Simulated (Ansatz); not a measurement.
**UB3LYP/6-31G(d) (Cartesian functions) run of GaClF (SMILES [F][Ga][Cl])**

What is the energy change on altering one bond length of GaClF at UB3LYP/6-31G* (Cartesian functions)? 

Program for the calculation: Ansatz 0.2.0.

27 further runs of the same task are left out: 27 set aside as unsound or not needed.

### Step 1. The system as given

GaClF: 3 atoms, total charge 0, spin state doublet. SMILES: `[F][Ga][Cl]`. The coordinates come from a PBE0-D4/def2-TZVP relaxation.

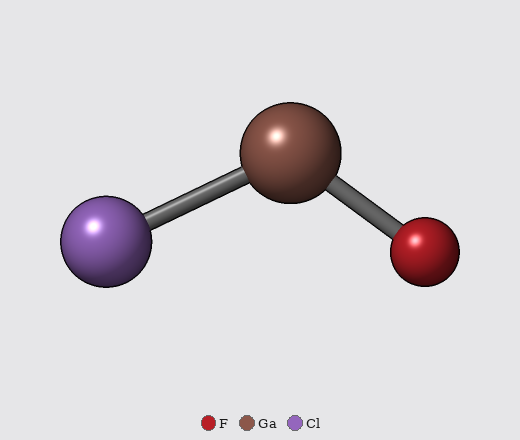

The structure, seen from a chosen angle (fluorine red, gallium brown, chlorine purple).

### Step 2. The energy at UB3LYP/6-31G(d) (Cartesian functions)

The input, job.yaml:

```yaml
basis:
  gaussian:
    orbitals: "6-31G*"
crystal:
  periodic: [false, false, false]
  atoms:
    - {symbol: F, position_ang: [-1.421100, 0.295900, -0.754800]}
    - {symbol: Ga, position_ang: [0.066400, 0.649600, 0.112200]}
    - {symbol: Cl, position_ang: [1.343900, -1.010300, 0.629300]}
total_charge: 0
magnetization:
  spin_polarized: true
  initial_magnetization: 1
hamiltonian:
  xc: {name: B3LYP}
accuracy: high
output: {orbitals: {seedname: orbitals}}
```

Launch:

```bash
$ ansatz run job.yaml --threads 1 --pin off --max-ram 3480MiB --events-out events.jsonl --progress --plain --runs-dir runs
```

The log of the run:

```text
Warning: RAYON_NUM_THREADS=1 ignored (pool sized by the plan → 1); use --threads N
Functional definition: B3LYP
  name "B3LYP"
  parameter a0 = 0.2
  parameter ax = 0.72
  parameter ac = 0.81
  exchange = (1 - a0 - ax)*slater_x + ax*b88_x + a0*exact_x
  correlation = (1 - ac)*vwn_rpa_c + ac*lyp_c
1228 factors; integrals over basis functions are off by at most 3.7e-9 eV
mean field evaluation 1: about -67609.8378 eV, gradient 3.0e1 eV
mean field evaluation 2: about -67589.0118 eV, gradient 8.4e1 eV
mean field evaluation 4: about -67612.7823 eV, gradient 4.7e0 eV
mean field evaluation 8: about -67612.8948 eV, gradient 6.7e-2 eV
mean field evaluation 16: about -67612.8948 eV, gradient 1.4e-5 eV
mean field -67612.89481665 eV, -2484.7280548457 hartree, gradient 6.3e-8 eV, S^2 0.752222; 0 other end points of the search recorded, 0 dependent functions left out
reference -67612.89484892 eV, -2484.7280560317 hartree; 29, 28 occupied and 40, 41 virtual orbitals, 1228 factors
Total energy: -67612.89484892 eV, -2484.7280560317 hartree
```

Wall time 7.8 s (1 thread of Arm Neoverse V2, shared host); peak memory 0.28 GiB.

### Step 3. The distorted shape at the same level

The input, molecule.yaml:

```yaml
basis:
  gaussian: {orbitals: "6-31G*"}
crystal:
  periodic: [false, false, false]
  atoms:
    - symbol: F
      position_ang: [-1.644195, 0.242852, -0.884833]
    - symbol: Ga
      position_ang: [0.066400, 0.649600, 0.112200]
    - symbol: Cl
      position_ang: [1.343900, -1.010300, 0.629300]
magnetization: {spin_polarized: true, initial_magnetization: 1}
hamiltonian: {xc: {name: B3LYP}}
accuracy: high
output: {orbitals: {seedname: orbitals}}
```

Launch:

```bash
$ ansatz run molecule.yaml --threads 1 --pin off --max-ram 3480MiB --events-out events.jsonl --progress --plain --runs-dir runs
```

The log of the run, shortened:

```text
Warning: RAYON_NUM_THREADS=1 ignored (pool sized by the plan → 1); use --threads N
[... 7 set-up lines as earlier in the session ...]
1211 factors; integrals over basis functions are off by at most 3.7e-9 eV
mean field evaluation 1: about -67608.5975 eV, gradient 3.2e1 eV
mean field evaluation 2: about -67520.6332 eV, gradient 1.5e2 eV
mean field evaluation 4: about -67611.8962 eV, gradient 1.1e1 eV
mean field evaluation 8: about -67612.3815 eV, gradient 2.3e-1 eV
mean field evaluation 16: about -67612.3818 eV, gradient 1.2e-4 eV
mean field -67612.38183536 eV, -2484.7092031312 hartree, gradient 7.5e-8 eV, S^2 0.754208; 0 other end points of the search recorded, 0 dependent functions left out
reference -67612.38186831 eV, -2484.7092043421 hartree; 29, 28 occupied and 40, 41 virtual orbitals, 1211 factors
Total energy: -67612.38186831 eV, -2484.7092043421 hartree
```

Run time: 8.1 s. Hardware: 1 thread of Arm Neoverse V2, shared host; peak memory 0.28 GiB.

### Step 4. Results

Level: UB3LYP/6-31G* (Cartesian functions).

```
                                                          quantity           value
                                         first shape: total energy  -2484.72806 Eh
                   first shape: HOMO energy (highest over α and β)        -7.08 eV
                    first shape: LUMO energy (lowest over α and β)        -4.59 eV
                                                 first shape: ⟨S²⟩           0.752
                                     distorted shape: total energy  -2484.70920 Eh
               distorted shape: HOMO energy (highest over α and β)        -7.50 eV
                distorted shape: LUMO energy (lowest over α and β)        -5.05 eV
                                             distorted shape: ⟨S²⟩           0.754
energy change with the F1–Ga2 bond stretched from 1.758 to 2.021 Å        0.513 eV
```

With the F1–Ga2 bond stretched from 1.758 to 2.021 Å the energy rises by 0.51 eV (49.5 kJ/mol). The first shape isn't relaxed at this level, so the change isn't measured from a minimum.
